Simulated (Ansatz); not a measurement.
One crystal and one scan (scan of one atom of the cell) at two levels, PBE (plane waves to 420 eV, PAW, scalar-relativistic; Ansatz, a quantum-chemistry and plane-wave program) and r2SCAN (plane waves to 500 eV, PAW, scalar-relativistic; Ansatz), each from its own relaxed cell and on its own mesh. The cell shown is that of PBE.

TiB2 (AlB2 type, space group P6/mmm)

```xyz
3
Lattice="3.0320 0.0000 0.0000 -1.5160 2.6258 0.0000 0.0000 0.0000 3.2243" Properties=species:S:1:pos:R:3 pbc="T T T"
Ti     0.0000     0.0000     0.0000
B      0.0000     1.7505     1.6122
B      1.5160     0.8753     1.6122
```

In each cell atom 3 (B, nearest neighbour B at 1.751 Å; its periodic images, 3.0 Å or more away, move with it) moves by s·(0.577, 0.577, 0.577) (along Cartesian [111]), the rest being held.

Energies are smeared free energies. TiB2 is run without spin polarisation. TiB2 was relaxed with its symmetry unable to fall. With partly filled bands, energies and forces of such displacements shift with the k mesh and the smearing. Percentages come from the unrounded values.

| quantity | PBE | r2SCAN | PBE − r2SCAN |
|---|---|---|---|
| Lattice constant a (Å) | 3.032 | 3.025 | +0.007 (+0.2 %) |
| Lattice constant c (Å) | 3.224 | 3.223 | +0.001 |
| Relaxed volume (Å³/atom) | 8.56 | 8.51 | +0.05 (+0.5 %) |
| Force constant k = d²E/ds² at s = 0 (finite differences) (eV/Å²) | 15.81 | 16.20 | -0.39 (-2.4 %) |

PBE gives the higher value for: lattice constant a. PBE gives the lower value for: force constant k = d²E/ds² at s = 0. They agree on: lattice constant c (within 0.2 %); relaxed volume (within 0.6 %). Both give the same shape of the curve: a single well with its minimum at or next to zero displacement. Neither level is exact: the differences show how much the result hangs on the functional.

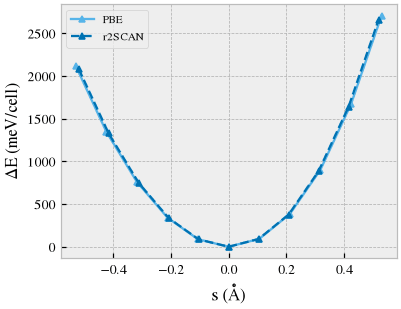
Figure. ΔE, each from the undisplaced structure of its own level.

(A displaced cell: forces are minus the slopes of the energy, force constants its curvatures, and phonons follow from these.)
